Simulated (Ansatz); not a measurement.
# CCl3F (trichlorofluoromethane): PBE0/6-31G(d) (spherical functions)

Aim: the energy change on altering one bond length of CCl3F (trichlorofluoromethane) at PBE0/6-31G* (spherical functions), from 2 runs. 

The calculation is run with Ansatz 0.2.0.

51 further runs of the same task are left out: 2 that didn't finish, 49 set aside as unsound or not needed. Runs told in other sessions of the task aren't counted.

**1. The system as given**

CCl3F: 5 atoms, total charge 0, spin state singlet. As SMILES, `FC(Cl)(Cl)Cl`. Geometry: relaxed at PBE0-D4/def2-TZVP.

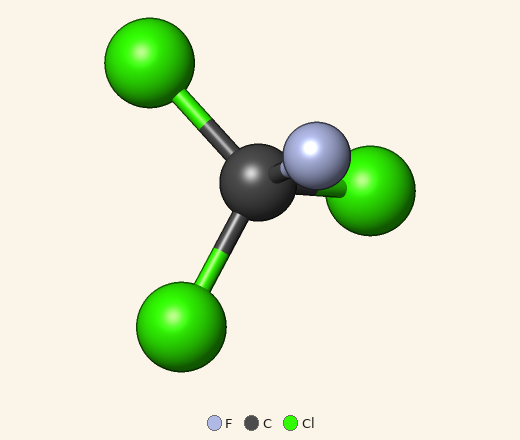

Viewed from a chosen angle; fluorine light blue, carbon dark grey, chlorine green.

**2. The energy at PBE0/6-31G(d) (spherical functions)**

The input, job.yaml:

```yaml
crystal:
  periodic: [false, false, false]
  atoms:
    - {symbol: F, position_ang: [0.911880, -0.820730, 0.677360]}
    - {symbol: C, position_ang: [0.044670, -0.040210, 0.033190]}
    - {symbol: Cl, position_ang: [-1.384510, 0.157610, 1.040990]}
    - {symbol: Cl, position_ang: [-0.379970, -0.814480, -1.489160]}
    - {symbol: Cl, position_ang: [0.807920, 1.517810, -0.262390]}
basis:
  gaussian:
    orbitals: 6-31G_st_-spherical.json
output: {orbitals: {seedname: orbitals}}
hamiltonian:
  xc: pbe0
accuracy: high
```

The basis set 6-31G* is read from a file made from the Basis Set Exchange's data (not shown).

Run with:

```bash
$ ansatz run job.yaml --threads 1 --pin off --max-ram 3480MiB --events-out events.jsonl --progress --plain --runs-dir runs
```

Standard output:

```text
Warning: RAYON_NUM_THREADS=1 ignored (pool sized by the plan → 1); use --threads N
Functional definition: PBE0
  name "PBE0"
  parameter a = 0.25
  parameter kappa = 0.804
  parameter beta = 0.06672455060314922
  exchange = (1 - a)*pbe_x(kappa = kappa, mu = beta*pi^2/3) + a*exact_x
  correlation = pbe_c(beta = beta)
1786 factors; integrals over basis functions are off by at most 3.3e-9 eV
mean field evaluation 1: about -41301.8659 eV, gradient 2.7e1 eV
mean field evaluation 2: about -41299.6745 eV, gradient 4.4e1 eV
mean field evaluation 4: about -41303.1847 eV, gradient 1.0e0 eV
mean field evaluation 8: about -41303.3823 eV, gradient 4.5e-2 eV
mean field evaluation 16: about -41303.3823 eV, gradient 3.1e-6 eV
mean field -41303.38228986 eV, -1517.8713027141 hartree, gradient 4.2e-8 eV, S^2 0.000000; 0 other end points of the search recorded, 0 dependent functions left out
reference -41303.38229169 eV, -1517.8713027815 hartree; 33, 33 occupied and 49, 49 virtual orbitals, 1786 factors
Total energy: -41303.38229169 eV, -1517.8713027815 hartree
```

Run time: 8.4 s. Hardware: 1 thread of Arm Neoverse V2, shared host; peak memory 0.29 GiB.

**3. The distorted shape at the same level**

The input, in.yaml:

```yaml
basis:
  gaussian: {orbitals: 6-31G_st_-spherical.json}
crystal:
  periodic: [false, false, false]
  atoms:
    - {symbol: F, position_ang: [1.041987, -0.937831, 0.774004]}
    - {symbol: C, position_ang: [0.044670, -0.040210, 0.033190]}
    - {symbol: Cl, position_ang: [-1.384510, 0.157610, 1.040990]}
    - {symbol: Cl, position_ang: [-0.379970, -0.814480, -1.489160]}
    - {symbol: Cl, position_ang: [0.807920, 1.517810, -0.262390]}
hamiltonian: {xc: {name: PBE0}}
accuracy: high
output: {orbitals: {seedname: orbitals}}
```

The basis set 6-31G* is read from a file made from the Basis Set Exchange's data (not shown).

Run with:

```bash
$ ansatz run in.yaml --threads 1 --pin off --max-ram 3480MiB --events-out events.jsonl --progress --plain --runs-dir runs
```

Standard output:

```text
Warning: RAYON_NUM_THREADS=1 ignored (pool sized by the plan → 1); use --threads N
[... 7 set-up lines as earlier in the session ...]
1770 factors; integrals over basis functions are off by at most 3.7e-9 eV
mean field evaluation 1: about -41300.8273 eV, gradient 3.1e1 eV
mean field evaluation 2: about -41295.7222 eV, gradient 6.4e1 eV
mean field evaluation 4: about -41302.6564 eV, gradient 9.5e-1 eV
mean field evaluation 8: about -41302.8379 eV, gradient 1.5e-1 eV
mean field evaluation 16: about -41302.8380 eV, gradient 9.9e-6 eV
mean field -41302.83798547 eV, -1517.8512998969 hartree, gradient 5.1e-8 eV, S^2 0.000000; 0 other end points of the search recorded, 0 dependent functions left out
reference -41302.83798728 eV, -1517.8512999633 hartree; 33, 33 occupied and 49, 49 virtual orbitals, 1770 factors
Total energy: -41302.83798728 eV, -1517.8512999633 hartree
```

Run time: 8.4 s. Hardware: 1 thread of Arm Neoverse V2, shared host; peak memory 0.29 GiB.

**4. What came out**

Level: PBE0/6-31G* (spherical functions).

```
                                                         quantity           value
                                        first shape: total energy  -1517.87130 Eh
                                         first shape: HOMO energy        -9.11 eV
                                         first shape: LUMO energy        -1.18 eV
                                       first shape: HOMO–LUMO gap         7.93 eV
                                    distorted shape: total energy  -1517.85130 Eh
                                     distorted shape: HOMO energy        -9.29 eV
                                     distorted shape: LUMO energy        -1.43 eV
                                   distorted shape: HOMO–LUMO gap         7.86 eV
energy change with the F1–C2 bond stretched from 1.333 to 1.533 Å        0.544 eV
```

In words: With the F1–C2 bond stretched from 1.333 to 1.533 Å the energy rises by 0.54 eV (52.5 kJ/mol). The first shape isn't relaxed at this level, so the change isn't measured from a minimum.
